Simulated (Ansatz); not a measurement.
**Ni under a change: Cu on a Ni site, symmetric start**

Take a 27-atom supercell of Ni in the fcc (Cu type) structure (space group Fm-3m, No. 225; a = 3.463 Å; ferromagnetic) at its relaxed geometry as the base.

It is then changed as follows: a neutral Cu on a Ni site, symmetric start, atoms relaxed at fixed cell.

Calculations: PBEsol in Ansatz (plane waves to 420 eV, PAW, scalar-relativistic without spin-orbit coupling), earlier PAW set. Γ-centred 6×6×6 mesh, Fermi–Dirac width 0.05 eV.

The pressure goes from zero to 0.7 GPa and the total moment of the cell decreases by 1.0 μB (16.6 μB → 15.6 μB). The largest displacement of a host atom from its site in the perfect cell amounts to 0.01 Å and the mean distance from the defect site to its nearest host atoms is nearly the same (2.45 Å against 2.46 Å).

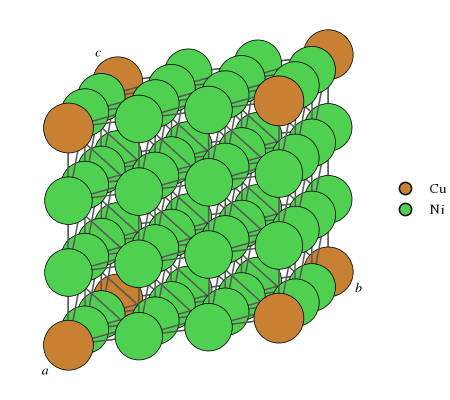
Figure. The relaxed cell after the change

Cost of the whole job for the changed cell (relaxation, final SCF and bands): around 20 core-minutes (rough).

The magnetic state is the one reached from the starting moments; the real material's order can differ, and small cells can't hold many antiferromagnetic ones. The cell is small, so the values are those of an ordered compound at a high defect concentration; dilute-limit values will differ. The defect started on the symmetric site and kept its symmetry, so it may sit on a saddle. The defect cell is spin-polarised and ends with 15.6 μB, a fractional moment that hangs on the mesh and smearing.

Ansatz is a program for electronic structure.
